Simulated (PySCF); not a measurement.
```csv
atom,x (Å),y (Å),z (Å)
C,-2.0880,0.7919,0.0090
N,-1.0384,0.4268,-0.5594
Si,0.1549,-0.7698,-0.2483
C,1.7881,0.1122,0.0997
F,-0.1709,-1.7113,1.0371
H,-2.4844,0.3530,0.9288
H,-2.6703,1.6033,-0.4219
H,0.1301,-1.6755,-1.3812
H,2.1044,0.6958,-0.7580
H,1.7104,0.7855,0.9491
H,2.5695,-0.6092,0.3192
```

Geometry: GFN2-xTB.

Theory: PBE0/pcSseg-1, SCF density, gas phase, non-relativistic in PySCF 2.14.0.

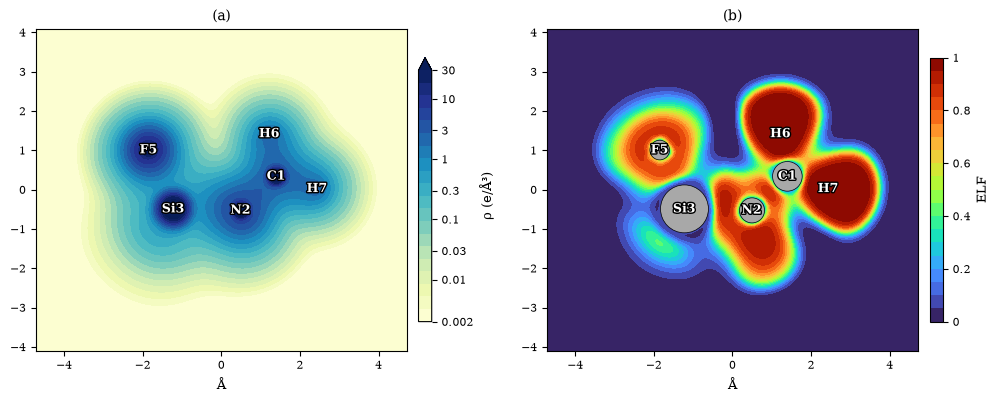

C2H6FNSi. (a) electron density; (b) electron localisation function on the plane of atoms C1, N2 and Si3. Grey discs cover the atomic cores in the ELF map.

**What do the fields say about this system?**

- The section cuts through C, N, Si, F and H sites.
- C–N (1.25 Å): ρ is about 2.8 e/Å³ halfway; the ELF peaks at about 0.90 between the atoms; a short, multiple covalent bond.
- Si–F (1.63 Å): ρ is about 1 e/Å³ halfway; the ELF peaks at about 0.85 in the valence shell of F, 0.5 Å from its nucleus, and is about 0.50 at the midpoint.
- Si–N (1.72 Å): ρ at the midpoint is about 1.1 e/Å³; the ELF peaks at about 0.90 between the atoms, as expected for a polar covalent bond.
- C–H (1.09 Å): ρ at the midpoint is about 2 e/Å³; the ELF climbs to about 1 towards the hydrogen, as it does in any bond to H: an ordinary covalent bond to hydrogen.
- The ELF also peaks beside N2 and F5, away from the bonds: lone-pair regions.
